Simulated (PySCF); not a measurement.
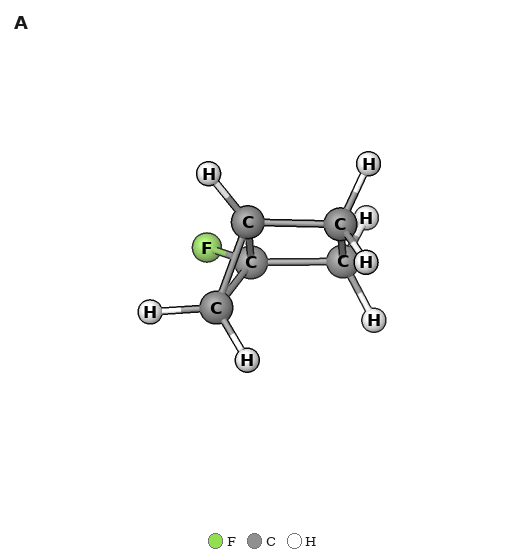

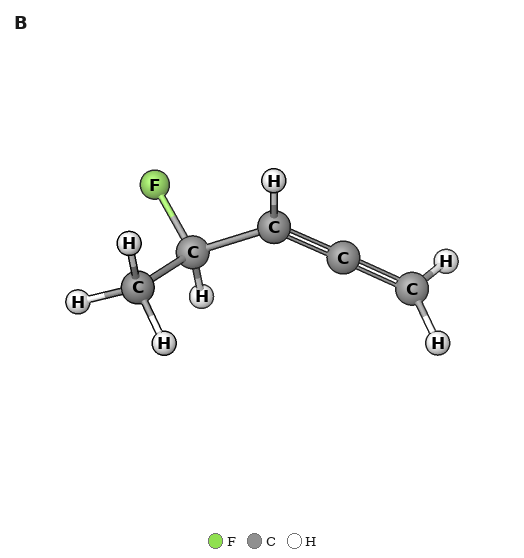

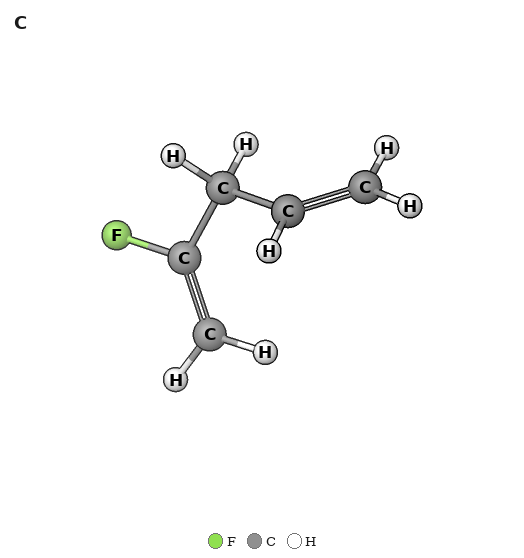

3 stationary structures of one formula. Geometries: PBE0-D3(BJ)/def2-SVP. Electronic energies: PBE0-D3(BJ)/def2-SVP (PySCF 2.14.0), without zero-point energy. No frequency run is at hand to confirm each as a minimum. Each is one conformer, not always the lowest.

**Which structure is the most stable?**

C is lowest; A lies 0.161 eV above it, B lies 0.447 eV above it. A is `F[C@@]12CC[C@@H]1C2`, B is `C=C=C[C@@H](C)F`, C is `C=CCC(=C)F`.
